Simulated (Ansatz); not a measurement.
# Cl₂H₂OSi···CH₄: what the fields show

Input file:

```
crystal:
  periodic: [false, false, false]
  atoms:
    - { symbol: Si, position_ang: [-1.076178, 0.793918, 0.898792] }
    - { symbol: O, position_ang: [-0.275196, -0.53868, 1.637483] }
    - { symbol: Cl, position_ang: [-2.175147, 0.346505, -0.813294] }
    - { symbol: Cl, position_ang: [0.208936, 2.4026, 0.553459] }
    - { symbol: H, position_ang: [-2.067998, 1.224838, 1.904981] }
    - { symbol: H, position_ang: [0.298214, -1.284892, -0.437098] }
    - { symbol: C, position_ang: [0.94788, -0.698764, -1.079033] }
    - { symbol: H, position_ang: [0.604801, -0.728601, 1.281423] }
    - { symbol: H, position_ang: [0.393203, -0.41237, -1.98698] }
    - { symbol: H, position_ang: [1.325166, 0.210951, -0.589692] }
    - { symbol: H, position_ang: [1.81642, -1.315606, -1.369941] }
basis:
  gaussian: { orbitals: cc-pVDZ }
hamiltonian:
  xc: b3lyp
relax:
  f_tol: 0.03
  max_steps: 50
output:
  orbitals: {}
```

Run with:

```sh
ansatz run input.yaml --threads 2 --pin off --max-ram 3072MiB --backend cpu --events-out ev --progress --plain --runs-dir out
```

The fields are those of the run's last geometry, not of the input's.

The calculation used RKS B3LYP/cc-pVDZ in Ansatz.

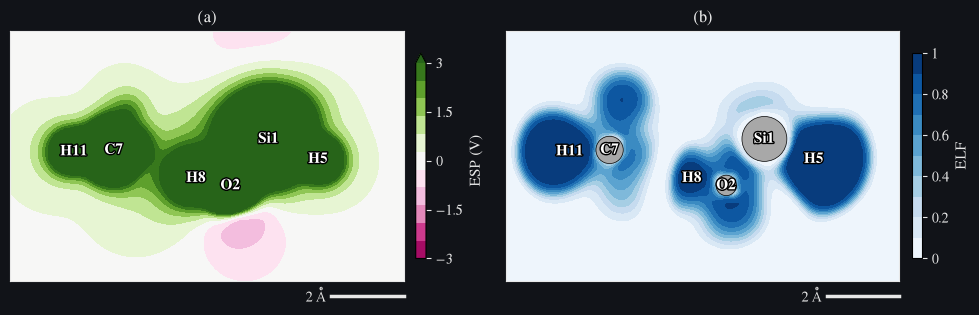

Figure 1. (a) molecular electrostatic potential; (b) electron localisation function on the plane of atoms Si1, O2 and H8. Grey discs cover the atomic cores in the ELF map.

Q: Describe what can be read from this map.

A: The plane passes through Si, O, H and C nuclei.
C7···H8 (2.42 Å): the ELF dips to about 0.05 between them.
Si–O (1.66 Å): the ELF peaks at about 0.85 between the atoms; a polar covalent bond.
O–H (0.97 Å): the ELF climbs to about 1 towards the hydrogen, as it does in any bond to H (an ordinary covalent bond to hydrogen).
C–H (1.10 Å): the ELF climbs to about 1 towards the hydrogen: an ordinary covalent bond to hydrogen.
Si–H (1.48 Å): the ELF climbs to about 1 towards the hydrogen.
The ELF also peaks beside O2, away from the bonds: lone-pair regions.
Outside the dense part of the complex the potential is most negative (−1.3 V) near O2.

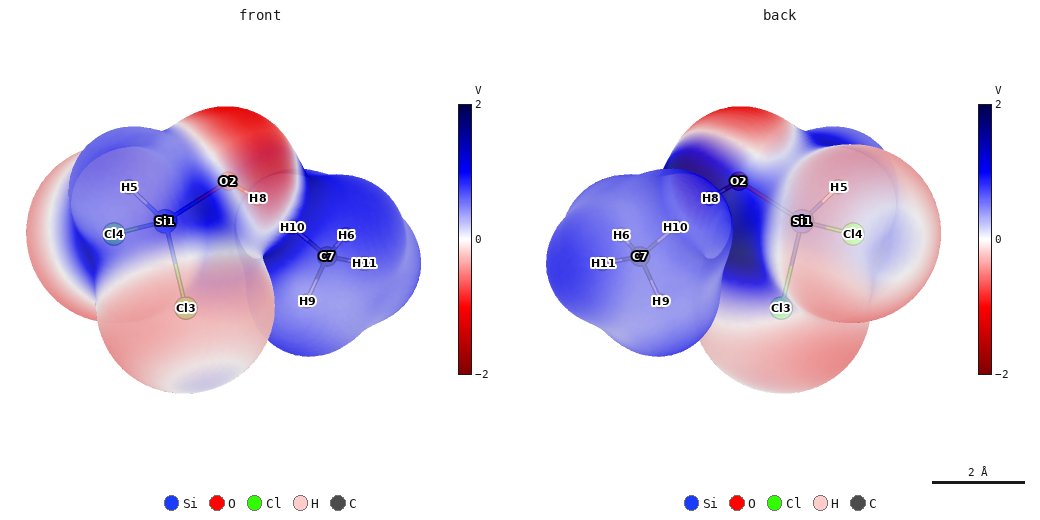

Figure 2. The electrostatic potential painted on the density surface at 0.002 e/bohr³, seen from the front and from behind; red is negative and blue positive.

Q: Which sites attract a positive test charge, and which a negative one?

A: A positive charge is drawn to the negative regions and a negative charge to the positive ones. The most negative region (about −1.0 V) lies over O2, the most positive (about +1.6 V) over the gap between the two molecules, near Si1, C7 and H8.

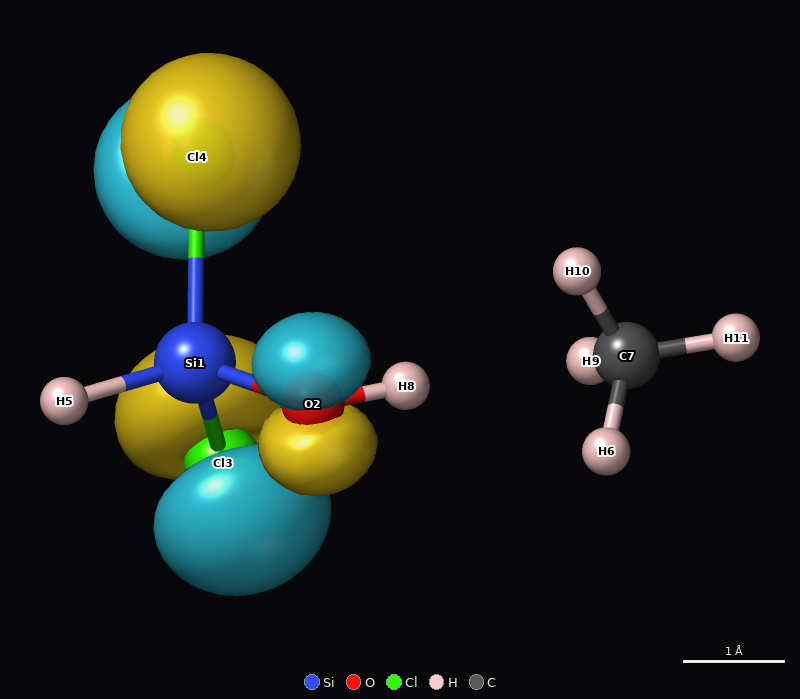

Figure 3. The HOMO at ±0.15 Å⁻³ᐟ² (yellow and cyan are the two phases), seen from one side.

Q: What is the character of this orbital?

A: By Hirshfeld shares it lies mainly on Cl4 (about 40 %), Cl3 (about 40 %) and O2 (about 15 %); largely a combination of lone pairs on Cl4, Cl3 and O2. Its energy is −8.69 eV.

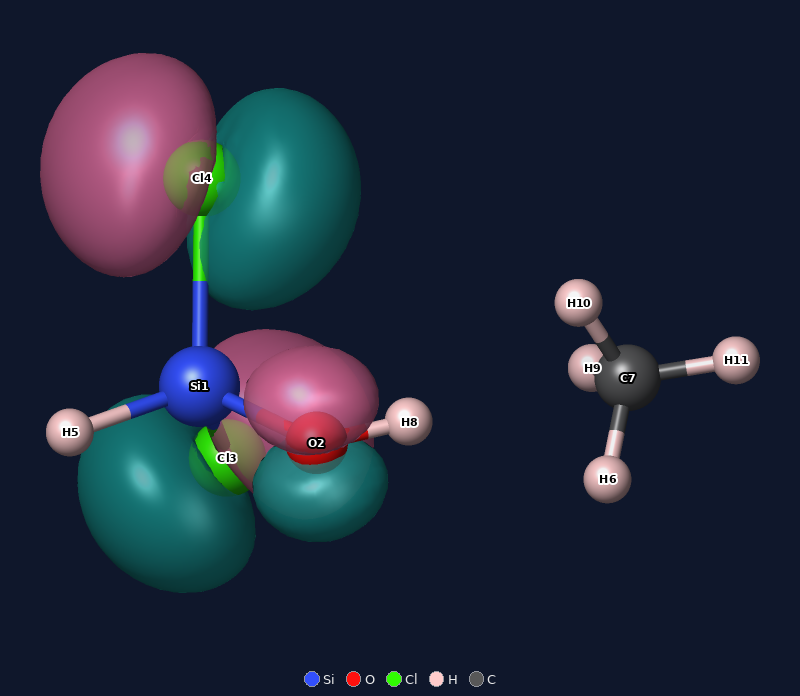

Figure 4. The HOMO−1 at ±0.1 Å⁻³ᐟ² (teal and pink are the two phases), seen from one side.

Q: Describe this orbital and give its energy.

A: By Hirshfeld shares it lies mainly on Cl4 (about 50 %), Cl3 (about 35 %) and O2 (about 10 %); largely a combination of lone pairs on Cl4, Cl3 and O2. Its energy is −9.01 eV.
